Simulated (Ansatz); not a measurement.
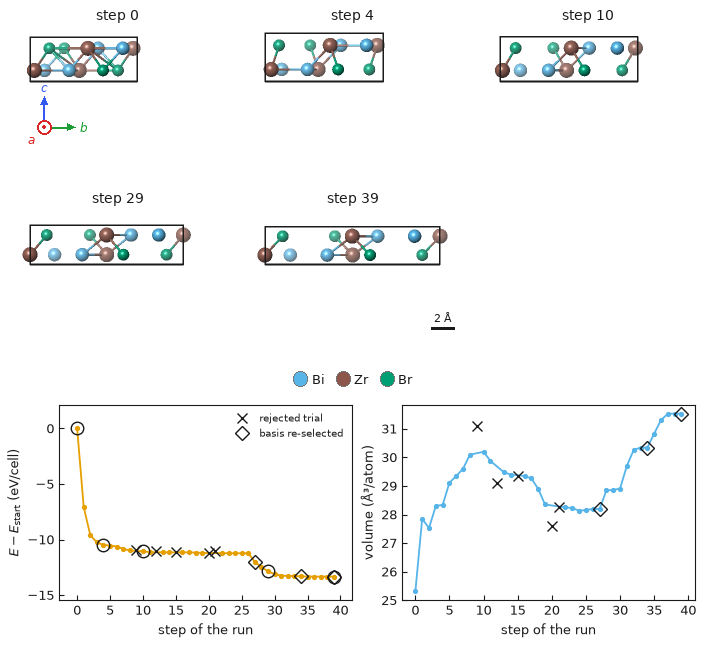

Frames of a relaxation of solid ZrBiBr (a generated structure, set up in Pnma), marked on the history of the run. A ball-and-stick model of the cell of the calculation, seen along the a axis.

The start is a swapped structure.

These are results of DFT, PAW plane waves, PBE in Ansatz 0.2.0, not measurements. Settings: plane-wave cutoff 420 eV; k-point mesh 4 × 3 × 7; occupations fermi dirac; smearing width 0.0986 eV; no spin polarisation; cell and atoms relaxed; force threshold 0.03 eV/Å; at most 60 steps.

**What happens along the run?**

The largest moves relative to the cell, 1.29 Å, are those of Br atoms. Largest moves by element: Br 1.29 Å, Zr 0.67 Å, Bi 0.56 Å. Cell: a 7.949 → 7.121 Å (−10.4 %), b 9.614 → 15.680 Å (+63.1 %), c 3.974 → 3.388 Å (−14.7 %). Volume +24.6 %. Among the contacts that change: Br–Zr 3.775 → 6.830 Å, Br–Zr 3.745 → 6.342 Å, Bi–Zr 3.379 → 5.795 Å, Bi–Br 2.827 → 4.341 Å. Bonds break: Bi–Br (2.83 → 4.34 Å), Bi–Zr (3.38 → 5.80 Å). Bond angles that change, for instance: Bi–Zr–Br 120.8° → 85.7°, Bi–Zr–Bi 97.2° → 67.6°, Zr–Bi–Zr 97.2° → 67.6°. The space group stays Pnma (No. 62). After 31 accepted moves (39 points after the start) the energy has fallen by 13.335 eV per cell of the calculation. Largest force component: 4 eV/Å at the start, 0.0017 eV/Å at the end. Pressure: 18.46 GPa at the start and −0.01 GPa at the end. The line search rejected the trial steps at points 9, 12, 15, 20, 21 of the run. The SCF was repeated 3 times at an unchanged geometry on a basis and grid sized afresh for the cell, which shifted the energy by 0.776 eV per cell of the calculation at most. From step 0 to 4: Br atoms move most (0.68 Å), volume +12.0 %, energy −10.482 eV per cell of the calculation. From step 4 to 10: Zr atoms move most (0.45 Å), volume +6.6 %, energy −0.584 eV per cell of the calculation. From step 10 to 29: Bi atoms move most (0.31 Å), volume −4.4 %, energy −1.795 eV per cell of the calculation. From step 29 to 39: Bi atoms move most (0.25 Å), volume +9.3 %, energy −0.475 eV per cell of the calculation.

```json
{"step": "0", "E − E(0), meV/atom": "0.00", "largest force component, eV/Å": "3.9678", "pressure, GPa": "18.46", "volume, Å³/atom": "25.309", "note": ""}
{"step": "1", "E − E(0), meV/atom": "-590.82", "largest force component, eV/Å": "2.3053", "pressure, GPa": "3.01", "volume, Å³/atom": "27.853", "note": ""}
{"step": "2", "E − E(0), meV/atom": "-800.01", "largest force component, eV/Å": "1.0791", "pressure, GPa": "1.75", "volume, Å³/atom": "27.526", "note": ""}
{"step": "3", "E − E(0), meV/atom": "-855.14", "largest force component, eV/Å": "0.5021", "pressure, GPa": "0.66", "volume, Å³/atom": "28.302", "note": ""}
{"step": "4", "E − E(0), meV/atom": "-873.51", "largest force component, eV/Å": "0.2886", "pressure, GPa": "1.09", "volume, Å³/atom": "28.337", "note": ""}
{"step": "5", "E − E(0), meV/atom": "-878.04", "largest force component, eV/Å": "0.2572", "pressure, GPa": "-0.72", "volume, Å³/atom": "29.112", "note": ""}
{"step": "6", "E − E(0), meV/atom": "-885.85", "largest force component, eV/Å": "0.1682", "pressure, GPa": "-0.29", "volume, Å³/atom": "29.350", "note": ""}
{"step": "7", "E − E(0), meV/atom": "-902.47", "largest force component, eV/Å": "0.1031", "pressure, GPa": "0.47", "volume, Å³/atom": "29.606", "note": ""}
{"step": "8", "E − E(0), meV/atom": "-915.21", "largest force component, eV/Å": "0.2284", "pressure, GPa": "0.12", "volume, Å³/atom": "30.094", "note": ""}
{"step": "9", "E − E(0), meV/atom": "-913.15", "largest force component, eV/Å": "0.1924", "pressure, GPa": "-2.68", "volume, Å³/atom": "31.094", "note": "rejected"}
{"step": "10", "E − E(0), meV/atom": "-922.15", "largest force component, eV/Å": "0.1073", "pressure, GPa": "-0.44", "volume, Å³/atom": "30.194", "note": ""}
{"step": "12", "E − E(0), meV/atom": "-922.72", "largest force component, eV/Å": "0.2326", "pressure, GPa": "-0.46", "volume, Å³/atom": "29.104", "note": "rejected"}
{"step": "13", "E − E(0), meV/atom": "-929.17", "largest force component, eV/Å": "0.0254", "pressure, GPa": "0.10", "volume, Å³/atom": "29.474", "note": ""}
{"step": "15", "E − E(0), meV/atom": "-929.49", "largest force component, eV/Å": "0.0315", "pressure, GPa": "0.05", "volume, Å³/atom": "29.338", "note": "rejected"}
{"step": "16", "E − E(0), meV/atom": "-929.55", "largest force component, eV/Å": "0.0074", "pressure, GPa": "-0.01", "volume, Å³/atom": "29.349", "note": ""}
{"step": "18", "E − E(0), meV/atom": "-930.54", "largest force component, eV/Å": "0.0574", "pressure, GPa": "0.09", "volume, Å³/atom": "28.897", "note": ""}
{"step": "19", "E − E(0), meV/atom": "-933.70", "largest force component, eV/Å": "0.1445", "pressure, GPa": "0.15", "volume, Å³/atom": "28.351", "note": ""}
{"step": "21", "E − E(0), meV/atom": "-921.75", "largest force component, eV/Å": "0.6540", "pressure, GPa": "0.21", "volume, Å³/atom": "28.245", "note": "rejected"}
{"step": "22", "E − E(0), meV/atom": "-935.59", "largest force component, eV/Å": "0.0346", "pressure, GPa": "0.07", "volume, Å³/atom": "28.246", "note": ""}
{"step": "24", "E − E(0), meV/atom": "-936.05", "largest force component, eV/Å": "0.0111", "pressure, GPa": "0.04", "volume, Å³/atom": "28.129", "note": ""}
{"step": "25", "E − E(0), meV/atom": "-936.06", "largest force component, eV/Å": "0.0040", "pressure, GPa": "0.01", "volume, Å³/atom": "28.159", "note": ""}
{"step": "27", "E − E(0), meV/atom": "-1000.75", "largest force component, eV/Å": "0.0174", "pressure, GPa": "2.65", "volume, Å³/atom": "28.192", "note": "same geometry, new basis"}
{"step": "28", "E − E(0), meV/atom": "-1039.52", "largest force component, eV/Å": "0.2056", "pressure, GPa": "0.95", "volume, Å³/atom": "28.845", "note": ""}
{"step": "30", "E − E(0), meV/atom": "-1093.07", "largest force component, eV/Å": "0.0576", "pressure, GPa": "0.78", "volume, Å³/atom": "28.909", "note": ""}
{"step": "31", "E − E(0), meV/atom": "-1103.56", "largest force component, eV/Å": "0.0459", "pressure, GPa": "0.25", "volume, Å³/atom": "29.703", "note": ""}
{"step": "33", "E − E(0), meV/atom": "-1106.23", "largest force component, eV/Å": "0.0092", "pressure, GPa": "0.02", "volume, Å³/atom": "30.340", "note": ""}
{"step": "34", "E − E(0), meV/atom": "-1109.54", "largest force component, eV/Å": "0.0079", "pressure, GPa": "0.21", "volume, Å³/atom": "30.340", "note": "same geometry, new basis"}
{"step": "36", "E − E(0), meV/atom": "-1111.03", "largest force component, eV/Å": "0.0479", "pressure, GPa": "0.19", "volume, Å³/atom": "31.303", "note": ""}
{"step": "37", "E − E(0), meV/atom": "-1111.13", "largest force component, eV/Å": "0.0192", "pressure, GPa": "-0.03", "volume, Å³/atom": "31.524", "note": ""}
{"step": "39", "E − E(0), meV/atom": "-1111.29", "largest force component, eV/Å": "0.0017", "pressure, GPa": "-0.01", "volume, Å³/atom": "31.528", "note": "same geometry, new basis"}
```
